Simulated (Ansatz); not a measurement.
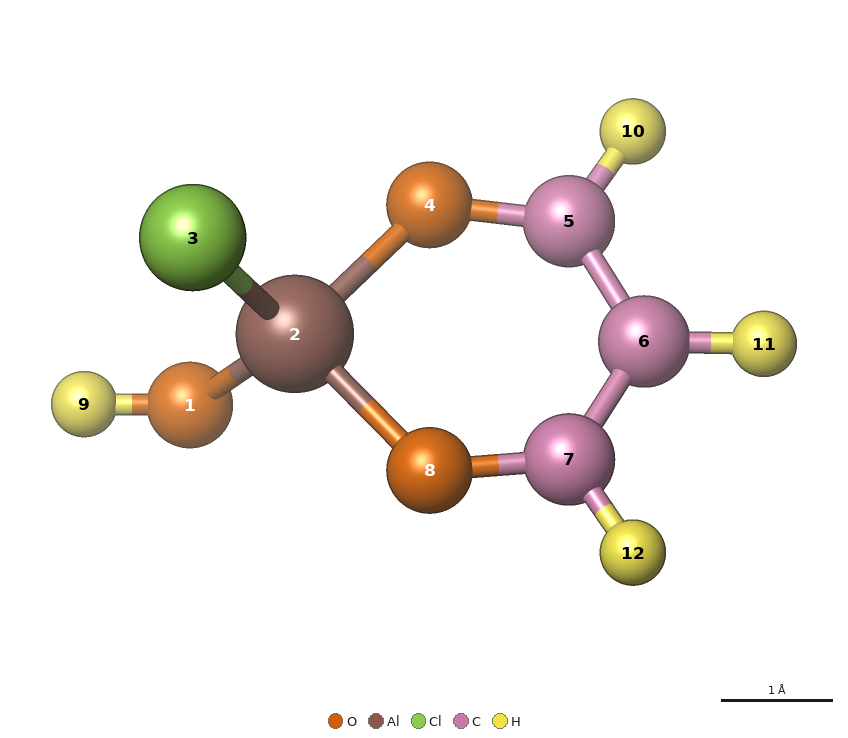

Orthographic view. Atoms fade into the background with distance from the viewer. Computed geometry: PBE0-D4/def2-TZVP optimisation.

Give the geometry as a Z-matrix, atoms in numerical order, with these reference atoms: 2 to 1; 3 to 2, 1; 4 to 2, 1, 3; 5 to 4, 2, 1; 6 to 5, 4, 2; 7 to 6, 5, 4; 8 to 7, 6, 5; 9 to 1, 2, 4; 10 to 5, 4, 2; 11 to 6, 5, 10; 12 to 7, 8, 2.

```
O  
Al   1   1.692
Cl   2   2.109   1   120.0
O    2   1.818   1   109.9   3  -127.9
C    4   1.268   2   125.8   1  -115.0
C    5   1.389   4   125.6   2     0.6
C    6   1.389   5   121.3   4     0.6
O    7   1.268   6   125.6   5    -0.6
H    1   0.954   2   123.0   4  -127.9
H    5   1.094   4   115.6   2  -179.6
H    6   1.080   5   119.3  10     0.2
H    7   1.094   8   115.6   2   179.6
```
